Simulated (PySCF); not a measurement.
C8H7Si (SMILES C#C[SiH2]c1c[c]ccc1) (doublet)

Input

```
{"job": {"kind": "epr", "basis": "pcH-1"}, "charge": 0, "multiplicity": 2}
C      2.909384     2.220803    -0.857210
C      2.520780     1.190146    -0.375086
Si     1.890388    -0.392650     0.348131
C      0.015067    -0.392891     0.096039
C     -0.504115    -0.250808    -1.200060
C     -1.855095    -0.260187    -1.345302
C     -2.755510    -0.396136    -0.328118
C     -2.245741    -0.535263     0.960441
C     -0.875724    -0.531619     1.152584
H      3.254021     3.123131    -1.275581
H      2.492372    -1.516112    -0.381870
H      2.210874    -0.437011     1.778982
H      0.165554    -0.135050    -2.039578
H     -3.821517    -0.396121    -0.500926
H     -2.920179    -0.643108     1.799227
H     -0.488158    -0.638181     2.156918
```

Command:

```sh
OMP_NUM_THREADS=1 python probes_run.py task.json out
```

Geometry: GFN2-xTB.

Computed with PySCF 2.14.0, density-fitted response routines, UKS B3LYP, pcH-1 on C H Si, non-relativistic, mean-field spin-orbit, GIAO.

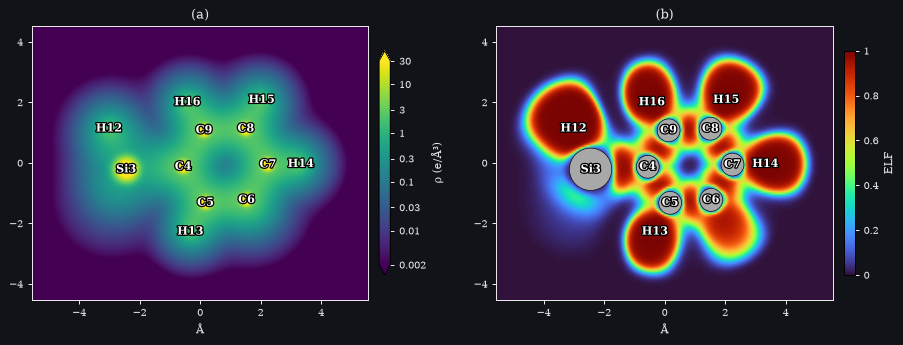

Figure 1. (a) electron density; (b) ELF on the plane of atoms C4, C5 and H13. Grey discs cover the atomic cores in the ELF map.

Describe what can be read from this map.

- The section cuts through Si, C and H sites.
- C–H (1.08 Å): ρ is about 2 e/Å³ halfway; the ELF climbs to about 1 towards the hydrogen, as it does in any bond to H (an ordinary covalent bond to hydrogen).
- C–C (1.36 Å): ρ at the midpoint is about 2.2 e/Å³; the ELF peaks at about 0.95 between the atoms (localised, covalent bonding).
- C–Si (1.89 Å): ρ is about 0.94 e/Å³ halfway; the ELF peaks at about 0.95 between the atoms: localised, covalent bonding.
- Si–H (1.47 Å): the density is about 0.81 e/Å³ at the midpoint; the ELF climbs to about 1 towards the hydrogen.
- The ELF also peaks beside C6, away from the bonds: non-bonding electrons, paired or unpaired.

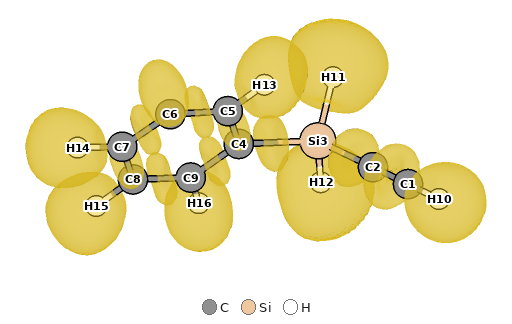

Figure 2. Isosurface of the electron localisation function at 0.85 (yellow), seen from one side. Core shells and regions of very low density are left out.

What do the ELF domains correspond to?

At this value the surface marks out seven regions between bonded C–C atoms (shared pairs), two regions between bonded C–Si atoms (shared pairs), seven regions around hydrogen nuclei and one lobe on C, pointing away from the bonds (non-bonding electrons).


C–C (1.20 Å): the ELF peaks at about 0.85 between the atoms; a multiple bond. C–Si (1.85 Å): the ELF peaks at about 0.95 between the atoms: a shared electron pair.

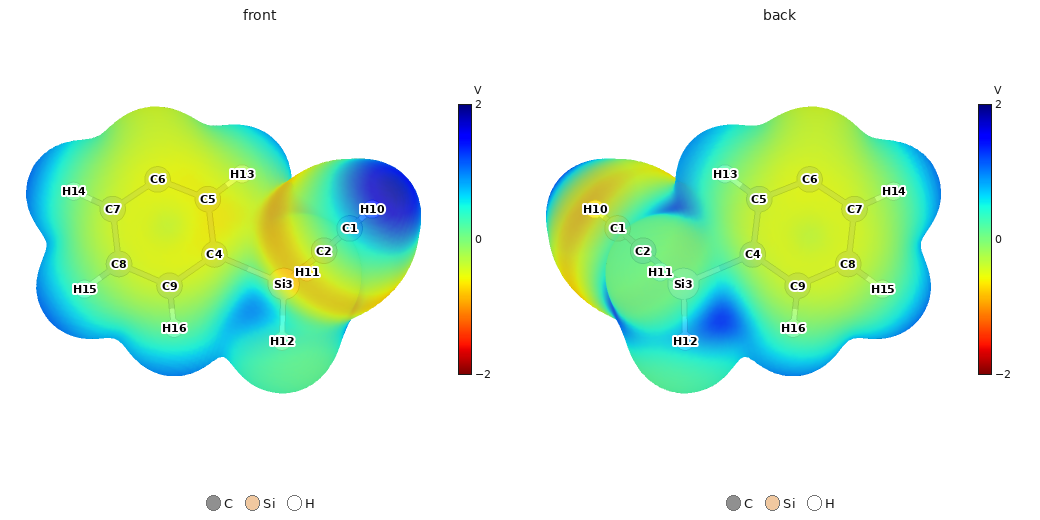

Figure 3. The molecular electrostatic potential painted on the density surface at 0.002 e/bohr³, seen from the front and from behind; the colour scale runs from red (negative) to blue (positive).

Describe the electrostatic potential map.

The most negative region (about −0.8 V, or −18 kcal/mol for a unit charge) lies over C1 and C2, the most positive (about +1.6 V, or +37 kcal/mol for a unit charge) over H10.
